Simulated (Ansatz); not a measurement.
# La2Zn5Pb: a short molecular-dynamics run

A trajectory of La2Zn5Pb, a randomly packed cell with 16 atoms that was not relaxed first: 60 steps of 0.5 fs under a Nosé-Hoover thermostat at 300 K.

Method: DFT PBE, plane waves, PAW, scalar-relativistic, no spin polarisation, in Ansatz 0.2.0.

### Step 1. The structure to begin with

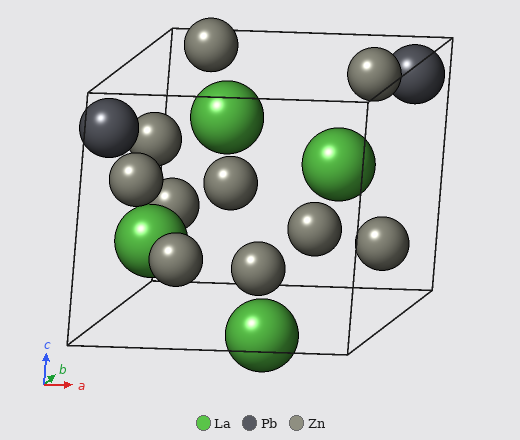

The starting structure, seen slightly off an axis (lanthanum green, lead dark grey, zinc grey). Each atom of the cell is drawn once.

Coordinates:

```
CELL_PARAMETERS angstrom
7.97414 -0.59355 -0.98593
-0.10636 7.13753 0.96933
1.14503 0.90384 6.47773
ATOMIC_POSITIONS crystal
La 0.13278 0.39036 0.29463
La 0.62643 0.13289 0.00539
La 0.65392 0.82733 0.50550
La 0.34771 0.45792 0.77478
Pb 0.98220 0.27716 0.76525
Pb 0.88258 0.88601 0.85637
Zn 0.73664 0.29870 0.38743
Zn 0.50520 0.44773 0.18419
Zn 0.84498 0.50880 0.95083
Zn 0.03194 0.68574 0.61837
Zn 0.46888 0.14110 0.59998
Zn 0.16397 0.02641 0.63180
Zn 0.33962 0.98653 0.33180
Zn 0.17878 0.77957 0.97299
Zn 0.03142 0.97590 0.28373
Zn 0.87643 0.66827 0.24108
```

### Step 2. Molecular dynamics

Input file input.yaml:

```yaml
crystal:
  lattice:
    - [7.974138, -0.593548, -0.985932]
    - [-0.106363, 7.137527, 0.969332]
    - [1.145034, 0.903843, 6.477729]
  atoms:
    - { symbol: La, position: [0.132777, 0.390357, 0.294635] }
    - { symbol: La, position: [0.626428, 0.132886, 0.005388] }
    - { symbol: La, position: [0.653923, 0.827331, 0.505496] }
    - { symbol: La, position: [0.347708, 0.457922, 0.774783] }
    - { symbol: Pb, position: [0.982201, 0.277162, 0.765247] }
    - { symbol: Pb, position: [0.882585, 0.886015, 0.856369] }
    - { symbol: Zn, position: [0.736635, 0.298699, 0.387428] }
    - { symbol: Zn, position: [0.505201, 0.447727, 0.184194] }
    - { symbol: Zn, position: [0.84498, 0.508797, 0.950835] }
    - { symbol: Zn, position: [0.03194, 0.685739, 0.618367] }
    - { symbol: Zn, position: [0.468884, 0.141101, 0.599981] }
    - { symbol: Zn, position: [0.163974, 0.026411, 0.631796] }
    - { symbol: Zn, position: [0.33962, 0.986526, 0.331804] }
    - { symbol: Zn, position: [0.178784, 0.779566, 0.972987] }
    - { symbol: Zn, position: [0.031421, 0.975898, 0.283734] }
    - { symbol: Zn, position: [0.876433, 0.668275, 0.241085] }
kpoints:
  mp_grid: { grid: [2, 2, 3] }
magnetization:
  spin_polarized: false
scf:
  occupations: { method: fermi_dirac, width: 0.1 }
hamiltonian:
  pseudopotentials: { kind: paw }
  xc: pbe
basis:
  ecutwfc: 420
md:
  timestep: 0.5
  n_steps: 60
  ensemble: nvt_nose_hoover
  temperature: 300.0
  initial_velocities: maxwell_boltzmann
  seed: 533210
```

The run is started by

```
$ ansatz run input.yaml --threads 2 --pin off --max-ram 2560MiB --backend cpu --events-out ev --progress --plain --runs-dir out
```

Before running it: what results should come out? Wanted: temperature, first and last step; temperature, second half; potential energy, second half; largest change of the conserved energy; mean square displacement, second half.

The runs gave:

```
                              quantity                            value
                                length               60 steps of 0.5 fs
      temperature, first and last step                    300 and 626 K
              temperature, second half    mean 530 K, from 432 to 626 K
         potential energy, second half      -28 meV/atom from the start
largest change of the conserved energy                    0.00 meV/atom
 mean square displacement, second half  Zn 0.008, La 0.004, Pb 0.001 Å²
```

Against a set 300 K the second half averages 530 K, going from 432 to 626 K over that half; the potential energy of that half lies 28 meV/atom under the start, so the atoms have moved to lower-lying arrangements, and the energy set free heats the cell. The conserved energy strays from its start by at most 0.00 meV/atom, under 0.1 % of the mean kinetic energy, which is good for a step of 0.5 fs. Over the second half Zn atoms stand 0.1 Å (root mean square) from where they began, and the farthest move is 0.2 Å. A run of 30 fs with 16 atoms shows the motion but fixes no equilibrium value. The k-mesh is coarse.
